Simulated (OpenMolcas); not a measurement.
# SnNH2F (SMILES [NH2][Sn][F]) at 6 levels

Wanted: a comparison of 6 runs (HF/STO-3G, HF/3-21G, BLYP/def2-SVP, M06-L/def2-SVP, TPSS/def2-SVP, r2SCAN/def2-SVP) of SnNH2F. 

The results are computed with OpenMolcas 26.06.

## 1. The molecule

SnNH2F has 5 atoms, charge 0, and is taken as a singlet. As SMILES, `[NH2][Sn][F]`. The shape is that of a PBE0-D4/def2-TZVP optimisation. This is one conformer, not always the lowest.

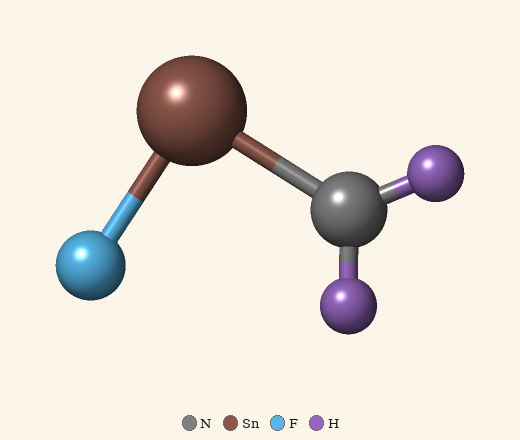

The structure, seen from a chosen angle (nitrogen grey, tin brown, fluorine blue, hydrogen purple).

## 2. Energy and forces at HF/STO-3G (run 1)

The input, test.inp:

```
&GATEWAY
 BasLib = $CurrDir
 Coord
 5
 angstrom
 N       -0.302900       0.495500      -0.393300
 Sn       0.338900      -0.053700       1.423200
 F        0.966900      -1.775900       0.754300
 H       -0.746800       1.369300      -0.629100
 H       -0.206200      -0.108900      -1.196600
 Basis = STO-3G
 Group = NoSym

&SEWARD

&SCF
 Thresholds = 1e-10 1e-07 1e-07 1e-05
 PrOrbitals = 1 2

&ALASKA
```

The basis set STO-3G is read from a file made from the Basis Set Exchange's data (not shown).

On the command line:

```bash
export MOLCAS_MEM=1860
pymolcas test.inp > test.log
```

What it wrote:

```text
--- Start Module: gateway ---
[...]
--- Stop Module: gateway /rc=_RC_ALL_IS_WELL_ ---
[...]
      Basis functions           39
[...]
--- Start Module: scf ---
[...]
       Convergence after  13 Iterations
[...]
::    Total SCF energy                              -6116.2309201414
[...]
      Total spin, S                                     0.0000000000
[...]
      Total electronic charge=   68.000000
      Total            charge=   -0.000000
[...]
      Dipole Moment (debye):
      Origin of the operator (angstrom)=    0.3473   -0.2064    1.1466
                   X= -4.8248E-01               Y=  1.0675E+00               Z= -1.2838E-02           Total=  1.1716E+00
      Quadrupole Moment (debye*angstrom):
[...]
--- Stop Module: scf /rc=_RC_ALL_IS_WELL_ ---
--- Start Module: alaska ---
[...]
 *              Molecular gradients               *
 **************************************************
  Irreducible representation: a
 ------------------------------------------------------------------------------------------
                              X                       Y                       Z
 ------------------------------------------------------------------------------------------
  N1               -2.51184798658866E-02    2.61054259683267E-02   -6.15653686209079E-02
  SN2               3.20206932207268E-03    1.75770330726550E-02    5.10101861278756E-02
  F3                1.46250735186531E-02   -3.70532017177396E-02   -9.26792812395760E-03
  H4                4.33848534119763E-03   -6.36064598377040E-03    6.81013038833900E-03
  H5                2.95285168395358E-03   -2.68611339463209E-04    1.30129802286056E-02
 ------------------------------------------------------------------------------------------
--- Stop Module: alaska /rc=_RC_ALL_IS_WELL_ ---
[...]
```

Run time: 2.5 s. Hardware: 1 thread of Arm Neoverse V2, shared host; peak memory 0.37 GiB.

## 3. Energy and forces at HF/3-21G (run 2)

The input, job.inp:

```
>>> EXPORT MOLCAS_PRINT=2

&gateway
  baslib = $CurrDir
  coord
  5
  angstrom
  N       -0.302900       0.495500      -0.393300
  Sn       0.338900      -0.053700       1.423200
  F        0.966900      -1.775900       0.754300
  H       -0.746800       1.369300      -0.629100
  H       -0.206200      -0.108900      -1.196600
  basis = 3-21G
  group = NoSym

&seward

&scf
  thresholds = 1e-10 1e-07 1e-07 1e-05
  prorbitals = 1 1

&alaska
```

The basis set 3-21G is read from a file made from the Basis Set Exchange's data (not shown).

On the command line:

```bash
export MOLCAS_MEM=1860
pymolcas job.inp > job.log
```

What it wrote:

```text
--- Start Module: gateway ---
[...]
--- Stop Module: gateway /rc=_RC_ALL_IS_WELL_ ---
[...]
      Basis functions           53
[...]
--- Start Module: scf ---
[...]
       Convergence after  14 Iterations
[...]
::    Total SCF energy                              -6150.5545563359
[...]
      Total spin, S                                     0.0000000000
[...]
      Total electronic charge=   68.000000
      Total            charge=   -0.000000
[...]
      Dipole Moment (debye):
      Origin of the operator (angstrom)=    0.3473   -0.2064    1.1466
                   X= -1.1668E+00               Y=  2.5321E+00               Z= -1.3450E-01           Total=  2.7913E+00
      Quadrupole Moment (debye*angstrom):
[...]
--- Stop Module: scf /rc=_RC_ALL_IS_WELL_ ---
--- Start Module: alaska ---
[...]
 *              Molecular gradients               *
 **************************************************
  Irreducible representation: a
 ------------------------------------------------------------------------------------------
                              X                       Y                       Z
 ------------------------------------------------------------------------------------------
  N1               -2.92456637789584E-03    4.04407207468793E-03   -5.12323163162876E-03
  SN2              -3.59348318351138E-03    1.50535862873546E-02    1.45648031194980E-02
  F3                7.48604371906580E-03   -1.97285051141449E-02   -6.31708568842093E-03
  H4               -2.00561870997396E-03    3.84951800382627E-03   -1.25545880132583E-03
  H5                1.03762455228992E-03   -3.21867125160802E-03   -1.86902699803149E-03
 ------------------------------------------------------------------------------------------
--- Stop Module: alaska /rc=_RC_ALL_IS_WELL_ ---
[...]
```

Wall time 2.9 s (1 thread of Arm Neoverse V2, shared host); peak memory 0.38 GiB.

Runs 3 to 4 aren't shown in full; the table further down has their settings and results.

## 4. Energy and gradient at TPSS/def2-SVP (core potential) (run 5)

The input, run.input:

```
* FH2NSn Kohn-Sham DFT

&GATEWAY
  BASLIB=$CurrDir
  COORD
  5
  angstrom
  N       -0.302900       0.495500      -0.393300
  Sn       0.338900      -0.053700       1.423200
  F        0.966900      -1.775900       0.754300
  H       -0.746800       1.369300      -0.629100
  H       -0.206200      -0.108900      -1.196600
  BASIS=def2-SVP
  GROUP=NoSym

&SEWARD
  GRIDINPUT
  Grid=UltraFine
  End of Grid

&SCF
  KSDFT=2
  1.0 MGGA_X_TPSS
  1.0 MGGA_C_TPSS
  THRESHOLDS=1e-10 1e-07 1e-07 1e-05
  PRORBITALS=1 1

&ALASKA
```

The basis set def2-SVP is read from a file made from the Basis Set Exchange's data (not shown).

On the command line:

```bash
export MOLCAS_MEM=1860
pymolcas run.input > run.log
```

What it wrote:

```text
--- Start Module: gateway ---
[...]
--- Stop Module: gateway /rc=_RC_ALL_IS_WELL_ ---
[...]
      Basis functions           64
[...]
--- Start Module: scf ---
[...]
       Convergence after  23 Iterations
[...]
::    Total KS-DFT energy                            -369.9490909156
[...]
      Total spin, S                                     0.0000000000
[...]
      Total electronic charge=   40.000000
      Total            charge=   -0.000000
[...]
      Dipole Moment (debye):
      Origin of the operator (angstrom)=    0.3473   -0.2064    1.1466
                   X= -1.1388E+00               Y=  2.4218E+00               Z= -2.3356E-01           Total=  2.6863E+00
      Quadrupole Moment (debye*angstrom):
[...]
--- Stop Module: scf /rc=_RC_ALL_IS_WELL_ ---
[...]
--- Start Module: alaska ---
[...]
 *              Molecular gradients               *
 **************************************************
  Irreducible representation: a
 ------------------------------------------------------------------------------------------
                              X                       Y                       Z
 ------------------------------------------------------------------------------------------
  N1                5.77649690380877E-04   -8.59575400976809E-04    8.81809832451452E-04
  SN2              -1.22379876941625E-03   -6.66189333046674E-03   -1.93823059965581E-02
  F3               -4.02570492104370E-03    1.11158884477938E-02    4.44799729210210E-03
  H4                5.51130651775278E-03   -1.04466994495338E-02    3.76527845569874E-03
  H5               -8.39452517667705E-04    6.85227973312541E-03    1.02872204163083E-02
 ------------------------------------------------------------------------------------------
--- Stop Module: alaska /rc=_RC_ALL_IS_WELL_ ---
[...]
```

It took 29 s on 1 thread of Arm Neoverse V2, shared host; peak memory 0.4 GiB.

## 5. Energy and gradient at r2SCAN/def2-SVP (core potential) (run 6)

The input, mol.inp:

```
* FH2NSn Kohn-Sham DFT

&gateway
  baslib = $CurrDir
  coord
  5
  angstrom
  N       -0.302900       0.495500      -0.393300
  Sn       0.338900      -0.053700       1.423200
  F        0.966900      -1.775900       0.754300
  H       -0.746800       1.369300      -0.629100
  H       -0.206200      -0.108900      -1.196600
  basis = def2-SVP
  group = NoSym

&seward
  gridinput
  Grid=UltraFine
  End of Grid

&scf
  ksdft = 2
  1.0 MGGA_X_R2SCAN
  1.0 MGGA_C_R2SCAN
  thresholds = 1e-10 1e-07 1e-07 1e-05
  prorbitals = 1 1

&alaska
```

The basis set def2-SVP is read from a file made from the Basis Set Exchange's data (not shown).

On the command line:

```bash
export MOLCAS_MEM=1860
pymolcas mol.inp > mol.log
```

What it wrote:

```text
--- Start Module: gateway ---
[...]
--- Stop Module: gateway /rc=_RC_ALL_IS_WELL_ ---
[...]
      Basis functions           64
[...]
--- Start Module: scf ---
[...]
       Convergence after  19 Iterations
[...]
::    Total KS-DFT energy                            -370.0293788082
[...]
      Total spin, S                                     0.0000000000
[...]
      Total electronic charge=   40.000000
      Total            charge=   -0.000000
[...]
      Dipole Moment (debye):
      Origin of the operator (angstrom)=    0.3473   -0.2064    1.1466
                   X= -1.1757E+00               Y=  2.5335E+00               Z= -1.7260E-01           Total=  2.7983E+00
      Quadrupole Moment (debye*angstrom):
[...]
--- Stop Module: scf /rc=_RC_ALL_IS_WELL_ ---
[...]
--- Start Module: alaska ---
[...]
 *              Molecular gradients               *
 **************************************************
  Irreducible representation: a
 ------------------------------------------------------------------------------------------
                              X                       Y                       Z
 ------------------------------------------------------------------------------------------
  N1                1.49232885916728E-04   -2.88621459879401E-04    8.76967491771907E-05
  SN2              -1.06992452764931E-03   -3.71897917137431E-03   -1.25986995852330E-02
  F3               -2.05097379011665E-03    6.05529573031660E-03    3.07743076288514E-03
  H4                3.49459851539269E-03   -6.49589172185561E-03    2.65490321638273E-03
  H5               -5.22933083544730E-04    4.44819662288909E-03    6.77866885688516E-03
 ------------------------------------------------------------------------------------------
--- Stop Module: alaska /rc=_RC_ALL_IS_WELL_ ---
[...]
```

It took 24 s on 1 thread of Arm Neoverse V2, shared host; peak memory 0.4 GiB.

## 6. All runs side by side

```
run                             level  integration grid   energy (Eh)  dipole moment (D)  HOMO energy (eV)  LUMO energy (eV)  wall time
  1                         HF/STO-3G                 –  -6116.230920               1.17             -5.50              5.44      2.5 s
  2                          HF/3-21G                 –  -6150.554556               2.79             -9.30              1.18      2.9 s
  3    BLYP/def2-SVP (core potential)         UltraFine   -369.949450               2.67             -5.84             -2.18       18 s
  4   M06-L/def2-SVP (core potential)         UltraFine   -370.167282               2.82             -6.20             -2.07       23 s
  5    TPSS/def2-SVP (core potential)         UltraFine   -369.949091               2.69             -6.10             -2.24       29 s
  6  r2SCAN/def2-SVP (core potential)         UltraFine   -370.029379               2.80             -6.37             -2.25       24 s
```

## 7. Results

| quantity | value |
| --- | --- |
| run 6: total energy | -370.02938 Eh |
| run 6: dipole moment | 2.80 D |
| run 6: HOMO energy | -6.37 eV |
| run 6: LUMO energy | -2.25 eV |
| run 6: HOMO–LUMO gap | 4.11 eV |
| run 6: largest force on an atom | 0.678 eV/Å |

**Reading.** The dipole moment (its size) runs from 1.17 D (HF/STO-3G) to 2.82 D (M06-L/def2-SVP). The two ends differ in method and basis and core potential. The HOMO–LUMO gap runs from 3.66 eV (BLYP/def2-SVP) to 10.95 eV (HF/STO-3G). Totals of different functionals can't be ranked against each other. Some runs of one species differ in core potentials or relativity; totals across that change don't compare. In run 1 the basis is minimal, so the values are rough. In runs 1, 2 relativity is left out where basis or elements ask for it. All runs together took 98 s, the longest 29 s.
